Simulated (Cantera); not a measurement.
Input: 1 mol C, 1.7 mol H₂O, held at 2750 °C.

These are equilibrium values from Cantera (NASA tables, ideal gas, pure condensed phases), not measurements of a reactor. Candidate condensed phases: C, C₆H₆, C₇H₈, C₈H₁₈, H₂O; 110 gas species. The ideal-gas law is rough above about 30 bar. Kinetics and transport are ignored.

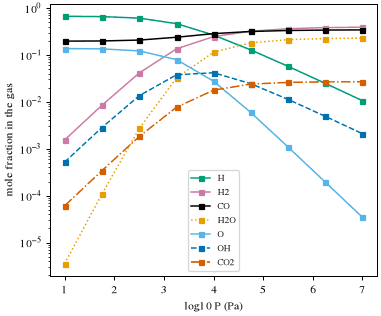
Fig. 1. Equilibrium gas composition (values under 1e-9 drawn at 1e-9)

From 10.0 Pa to 100 bar nothing is condensed. The main C-bearing gas is CO throughout.
